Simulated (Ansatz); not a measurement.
SnH₃Cl₂: several calculations on one system

## 1. Relaxation

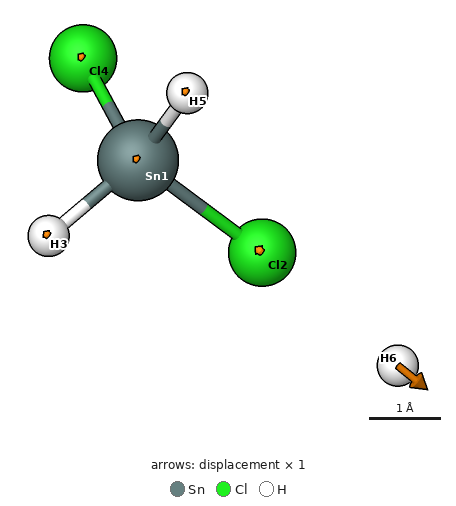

This is a relaxation of SnH₃Cl₂ (multiplicity 2). The starting structure is drawn; orange arrows show the displacements, at their true length. The two geometries are superimposed by the best rigid fit.

A ball-and-stick model, seen from a free direction.

The run prepares an end point of a later path (reaction) calculation, from a guessed geometry.

Computed with Ansatz, UKS PBE0-D4/def2-SVP. Set-up: collinear spin; force threshold 0.03 eV/Å; at most 50 steps.

Which element moves most?

Hydrogen: up to 0.59 Å, against 0.15 Å for chlorine.

What did the optimiser do to the structure, and how much energy did it gain?

Over 7 geometry steps the energy falls by 0.039 eV. The largest force component goes from 0.67 to 0.0017 eV/Å. The largest move after the best rigid fit is that of H6, 0.59 Å. Largest moves by element: H 0.59 Å, Cl 0.15 Å, Sn 0.10 Å. Among the contacts that change: Sn1–Cl2 2.390 → 2.343 Å.

Limits of the set-up: the start holds two separate molecules, 2.6 Å apart at their closest, whose relative position is a soft coordinate.

## 2. Relaxation

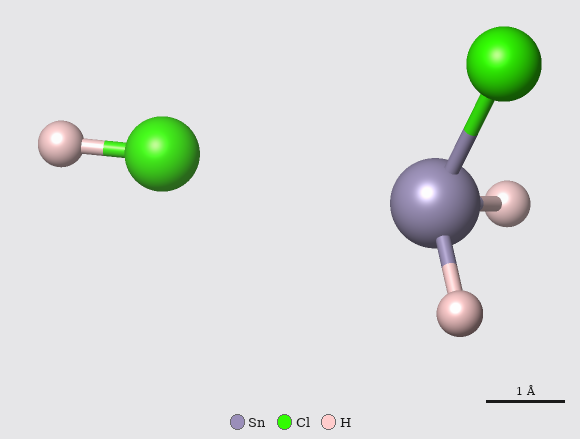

Starting structure of SnH3Cl2 (multiplicity 2). A ball-and-stick model, seen at a tilt.

The run prepares an end point of a later path (reaction) calculation, from a guessed geometry.

These are results of Ansatz 0.2.0, UKS PBE0-D4/def2-SVP, not measurements.

Input file:
```yaml
crystal:
  periodic: [false, false, false]
  atoms:
    - { symbol: Sn, position_ang: [0.024561, -0.041617, -0.229305] }
    - { symbol: Cl, position_ang: [-0.026161, 0.045062, 3.378227] }
    - { symbol: H, position_ang: [1.619171, 0.05248, -0.903064] }
    - { symbol: Cl, position_ang: [-1.093258, 1.894483, -1.021975] }
    - { symbol: H, position_ang: [-0.854261, -1.37555, -0.903001] }
    - { symbol: H, position_ang: [0.016148, -0.028058, 4.707818] }
magnetization:
  spin_polarized: true
  initial_magnetization: 1
basis:
  gaussian: { orbitals: def2-SVP }
hamiltonian:
  xc: pbe0
  dispersion: d4
relax:
  f_tol: 0.03
  max_steps: 50
output:
  orbitals: {}
```

Run as
```bash
ansatz run input.yaml --threads 2 --pin off --max-ram 3072MiB --backend cpu --events-out ev --progress --plain --runs-dir out
```

### Where does the relaxation end?

Cl2 moves most after the best rigid fit: 0.10 Å. Largest moves by element: Cl 0.10 Å, H 0.05 Å, Sn 0.03 Å. Some distances before and after: Cl2–H6 1.332 → 1.288 Å. After 3 geometry steps the energy has fallen by 2.78 kJ/mol. Largest force component: 1.2 eV/Å at the start, 0.0044 eV/Å at the end. Cost: 13 s on 2 threads of Arm Neoverse V2, with other jobs on the host, peak memory 0.23 GiB.

Step by step:

```
step  E − E(0), kJ/mol  largest force component, eV/Å
   0              0.00                         1.2349
   1             -2.36                         0.5257
   2             -2.76                         0.0482
   3             -2.78                         0.0044
```

The structure at the end:

```xyz
6

Sn    0.0197   -0.0331   -0.2595
Cl    0.0028   -0.0065    3.4608
H     1.6169    0.0581   -0.9268
Cl   -1.0952    1.8979   -1.0680
H    -0.8580   -1.3707   -0.9268
H    -0.0001    0.0011    4.7490
```

The end point in the same view:

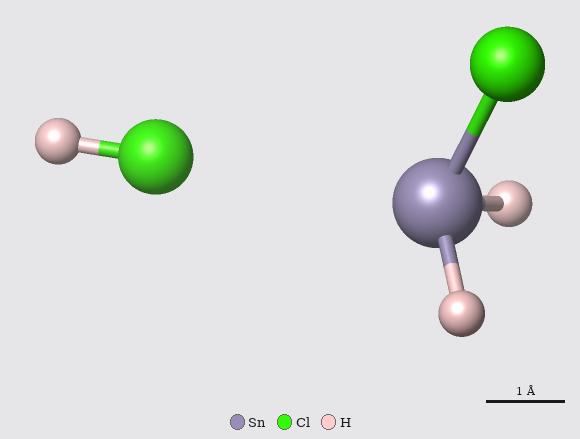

Limits of the set-up: the start holds two separate molecules, 3.6 Å apart at their closest, whose relative position is a soft coordinate.

## 3. Path

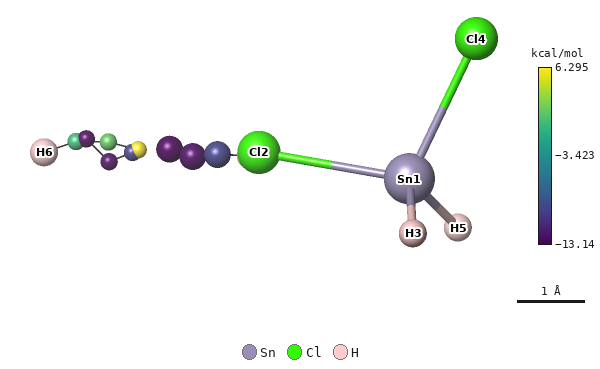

NEB run on SnH$_{3}$Cl$_{2}$ (multiplicity 2), made up at the start of SnH$_{2}$Cl$_{2}$ and H. Images are numbered from 0 (start) to 6 (end). The start is drawn whole; smaller spheres mark the moving atoms (Cl, H) in the later images, joined by lines and coloured by the energy of the image relative to the start. The picture is a ball-and-stick view, seen from a free direction.

All numbers below come from Ansatz 0.2.0, UKS PBE0-D4/def2-SVP. Run with 5 movable images; climbing image; force threshold 0.03 eV/Å; iteration limit 60; starting path through a guess of the saddle point.

Question: What moves, how far, and at what cost in energy?

Answer: Breaking: Sn1–Cl2 (2.34 → 2.47 at the top → 3.72 Å). Forming: Cl2–H6 (3.31 → 1.73 at the top → 1.29 Å). The energy climbs by 6.3 kcal/mol to image 3 and then falls by 19.4 kcal/mol, so the end point sits at −13.1 kcal/mol. The band converged in 9 iterations. The largest component of the band force went from 3.7 to 0.027 eV/Å. The climbing image converged on the top of the path. Its vibrational analysis gives one imaginary mode (849i cm⁻¹), as a transition state must have.

Limits of the set-up: the start holds two separate molecules, 3.3 Å apart at their closest, whose relative position is a soft coordinate.

The run took 2.3 min on 2 threads of Arm Neoverse V2, on a shared host, peak memory 0.23 GiB.
